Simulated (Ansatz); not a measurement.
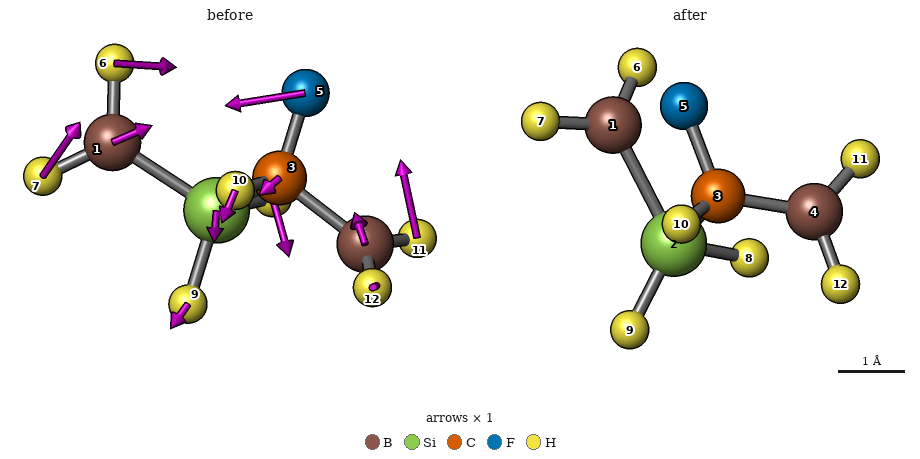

The structure of CH$_{7}$B$_{2}$FSi before (left) and after (right) a relaxation, at one scale. The purple arrows give the displacements, at their true length.

The picture is a ball-and-stick view, seen at a tilt.

The run prepares an end point of a later path (torsion) calculation, from a guessed geometry.

Theory: RKS r2SCAN/def2-SVP (Ansatz 0.2.0). Set-up: no spin polarisation; force threshold 0.015 eV/Å; at most 40 steps.

### What changed between the two?

The relaxation stopped without meeting its thresholds, so the last structure isn't shown to be converged. It used up its limit of 40 steps. The largest moves after the best rigid fit, 1.26 Å, are those of F5 and H7. By element the largest moves are F 1.26 Å, H 1.25 Å, B 0.69 Å, Si 0.51 Å, C 0.46 Å. Among the contacts that change: B1–F5 3.435 → 1.853 Å, C3–B4 1.656 → 1.503 Å, B1–Si2 1.896 → 2.026 Å, C3–F5 1.354 → 1.478 Å. Bond angles that change, for instance: B1–Si2–C3 110.3° → 79.3°, B1–Si2–H9 106.3° → 125.0°, B4–C3–H10 106.2° → 124.5°. Groups turn about Si2–C3 by about 45°. After 36 accepted moves (39 points after the start) the energy has fallen by 100.7 kJ/mol. The largest force component goes from 3.5 to 0.073 eV/Å. The line search rejected the trial steps at points 14, 18, 26 of the run. Cost: 2.5 min on 2 threads of Intel(R) Xeon(R) Platinum 8375C CPU @ 2.90GHz (Ice Lake), with other jobs on the host, peak memory 0.19 GiB.
